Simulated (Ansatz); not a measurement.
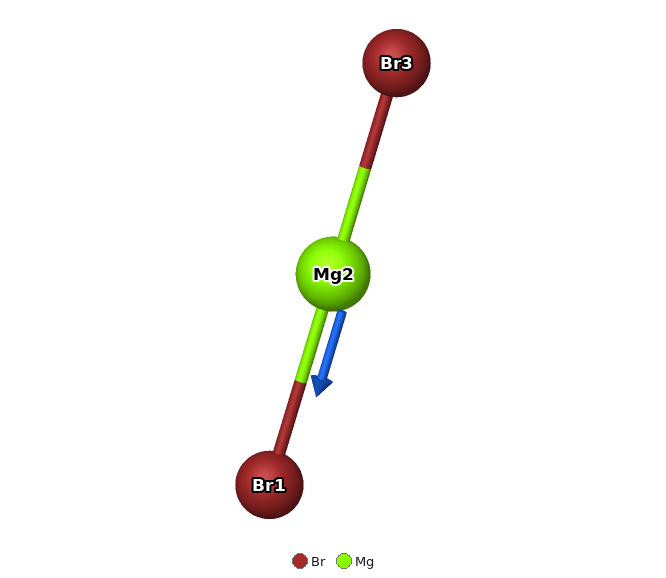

The arrows show one normal mode. Harmonic vibrations computed with RKS PBE0-D4/def2-TZVP (Ansatz 0.2.0) at a stationary point of the same level.

Describe the motion.

Answer. Mostly out-of-phase stretching of 2 Mg–Br bonds.

At what wavenumber does it lie?

Answer. 528 cm⁻¹; it is mode 4 of 4 counted from the lowest.
